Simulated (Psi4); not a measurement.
## Frequency calculation of BNH$_{6}$ (part 4 of 4)

The same run, continued: BNH$_{6}$; HF/6-311G*, UHF (Psi4 1.11). The geometry comes from this level: PBE0-D4/def2-TZVP.

Geometry of the input (Å):
```
B  -0.1913  0.2508  -0.7754
N  0.2065  -0.2551  0.7317
H  -0.0782  -0.7284  -1.4810
H  -1.3326  0.6497  -0.6872
H  0.6044  1.1266  -1.0384
H  0.1408  0.5070  1.3987
H  1.1566  -0.6113  0.7553
H  -0.4140  -0.9965  1.0405
```

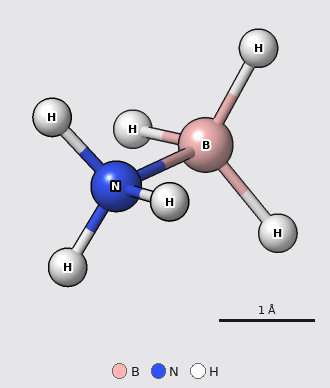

Fig. 1: The structure as given in the input (ball-and-stick view, seen at a tilt).

**Log, continued**
```
  Gibbs free energy, G = H - T * S
    Electronic contrib to G beyond E_e       0.000 [kcal/mol]        0.000 [kJ/mol]       0.00000000 [Eh]
    Translational contrib to G              -9.322 [kcal/mol]      -39.001 [kJ/mol]      -0.01485483 [Eh]
    Rotational contrib to G                 -4.466 [kcal/mol]      -18.684 [kJ/mol]      -0.00711624 [Eh]
    Vibrational contrib to G                46.488 [kcal/mol]      194.507 [kJ/mol]       0.07408393 [Eh]
  Correction G                              32.701 [kcal/mol]      136.822 [kJ/mol]       0.05211286 [Eh]
  Total G, Gibbs energy at  298.15 [K]                                                  -82.57935660 [Eh]
  *** Absolute Gibbs energy, not a free energy of formation ***

  Variable Map:
  ----------------------------------------------------------------------------
  "CURRENT ENERGY"               =>     -82.631469454949
  "CURRENT REFERENCE ENERGY"     =>     -82.631469454949
  "DD SOLVATION ENERGY"          =>       0.000000000000
  "ENTHALPY"                     =>     -82.552774776257
  "ENTHALPY CORRECTION"          =>       0.078694678692
  "GIBBS FREE ENERGY"            =>     -82.579356595742
  "GIBBS FREE ENERGY CORRECTION" =>       0.052112859207
  "HF KINETIC ENERGY"            =>      82.618554950669
  "HF POTENTIAL ENERGY"          =>    -165.250024405618
  "HF TOTAL ENERGY"              =>     -82.631469454949
  "HF VIRIAL RATIO"              =>       2.000156314817
  "NUCLEAR REPULSION ENERGY"     =>      40.754556459561
  "ONE-ELECTRON ENERGY"          =>    -190.905345030155
  "PCM POLARIZATION ENERGY"      =>       0.000000000000
  "PE ENERGY"                    =>       0.000000000000
  "SCF ITERATION ENERGY"         =>     -82.631469454949
  "SCF ITERATIONS"               =>      26.000000000000
  "SCF TOTAL ENERGY"             =>     -82.631469454949
  "THERMAL ENERGY"               =>     -82.553718960805
  "THERMAL ENERGY CORRECTION"    =>       0.077750494144
  "TWO-ELECTRON ENERGY"          =>      67.519319115645
  "ZERO K ENTHALPY"              =>     -82.557178837575
  "ZPVE"                         =>       0.074290617373

  Array Variable Map:
  ----------------------------------------------------------------------------
  "CURRENT DIPOLE"               =>      -0.000101656307 ... 2.246494615725 1 by 3
  "CURRENT GRADIENT"             =>      -0.000021228954 ... 0.004165564850 8 by 3
  "CURRENT HESSIAN"              =>       0.407117634733 ... 0.105443801681 24 by 24
  "HF TOTAL GRADIENT"            =>      -0.000021228954 ... 0.004165564850 8 by 3
  "HF TOTAL HESSIAN"             =>       0.407117634733 ... 0.105443801681 24 by 24
  "SCF DIPOLE"                   =>      -0.000101656307 ... 2.246494615725 1 by 3
  "SCF TOTAL ENERGIES"           =>     -81.880819007309 ... -82.631469454949 1 by 26
  "SCF TOTAL GRADIENT"           =>      -0.000021228954 ... 0.004165564850 8 by 3
  "SCF TOTAL HESSIAN"            =>       0.407117634733 ... 0.105443801681 24 by 24

    Psi4 run time: 0:00:12.22
```

**Standard output**
```
Warning: used thermodynamics relations inappropriate for low-frequency modes: ['446.1379']
```

**Results in brief**

```tsv
quantity	value
outcome	converged
total energy	−82.631469 hartree
basis functions	54
HOMO	−11.21 eV
LUMO	3.01 eV
zero-point energy	0.074291 hartree
dipole moment	5.71 D
wavenumbers, lowest and highest	446 and 3651 cm⁻¹
hardware	1 thread of Intel Xeon (Granite Rapids), 192 GiB of memory available, shared host
wall time	13 s
peak memory	0.25 GiB
```

Settings chosen away from the usual ones: diis set to false; s_orthogonalization set to symmetric; guess set to modhuckel. The record of the run, not the program, notes: frequencies away from a stationary point.
